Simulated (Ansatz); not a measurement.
## Fields on a plane of SiC (zinc blende)

```yaml
crystal:
  lattice:
    - [0.00000, 2.18988, 2.18988]
    - [2.18988, 0.00000, 2.18988]
    - [2.18988, 2.18988, 0.00000]
  atoms:
    - { symbol: C, position: [0.75000, 0.75000, 0.75000] }
    - { symbol: Si, position: [0.00000, 0.00000, 0.00000] }
```

The slice is a {111} plane (indices of the conventional cell) through the point (0.000, 0.000, 0.000) (fractional), spanned by u = [100] and v = [-1 2 0] in vectors of this cell: u (3.10 Å) and v (5.36 Å, at 90° to u). It covers one period; positions are fractions (u, v).

Atoms on it: Si at (0.00, 0.00); Si at (0.50, 0.50). Other atoms lie within 1 Å of the plane.

Level of theory: PBE (plane waves to 420 eV, PAW, scalar-relativistic; Ansatz, a program for electronic structure). k mesh 13×13×13. These are valence fields of a PAW run, semicore shells included where kept as valence: close to a nucleus they are smooth pseudo fields. SiC was relaxed with its symmetry unable to fall.

```
|..::++####%%##########%%####++::|
|--==**##%%%%%%%%%%%%%%%%%%##**==|
|++++##%%%%%%@@@@@@@@@@%%%%%%##++|
|++****##%%%%@@@@@@@@@@%%%%##****|
|++++**####%%@@@@@@@@@@%%####**++|
|====++**##%%%%@@@@@@%%%%##**++==|
|----==++**##%%@@@@@@%%##**++==--|
|::::--==++##%%%%@@%%%%##++==--::|
|....::==++**##%%%%%%##**++==::..|
|....::==++**##%%%%%%##**++==::..|
|::::--==++****######****++==--::|
|----==++++++++======++++++++==--|
|++++++****++==::..::==++****++++|
|******####**==..  ..==**####****|
|######%%####++::..::++####%%####|
|%%%%%%%%%%##**==--==**##%%%%%%%%|
|@@@@@@%%%%%%##++++++##%%%%%%@@@@|
|@@@@@@%%%%##****++****##%%%%@@@@|
|@@@@@@%%####**++++++**####%%@@@@|
|@@@@%%%%##**++======++**##%%%%@@|
|@@@@%%##**++==------==++**##%%@@|
|@@%%%%##++==--::::::--==++##%%%%|
|%%%%##**++==::......::==++**##%%|
|%%%%##**++==::......::==++**##%%|
|####****++==--::::::--==++****##|
|====++++++++==------==++++++++==|
|..::==++****++++++++++****++==::|
|  ..==**####**********####**==..|
```
Scale: ten equal steps from -1.26 (start of ' ') to -0.01 (end of '@'), in the order ' .:-=+*#%@'. Values: log₁₀ of the valence density in e/Å³. The map has 16 points along u (two characters each, u = 0 at the left) and 28 along v (v = 0 in the bottom row). The scale is logarithmic, as a density can span decades between atoms and voids.

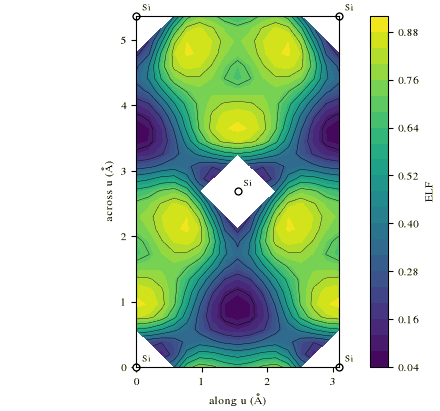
Fig. 1. Electron localisation function (ELF), one period of the plane, atoms marked. Points within 0.4 Å of a nucleus are left white, as the pseudised field means little there.
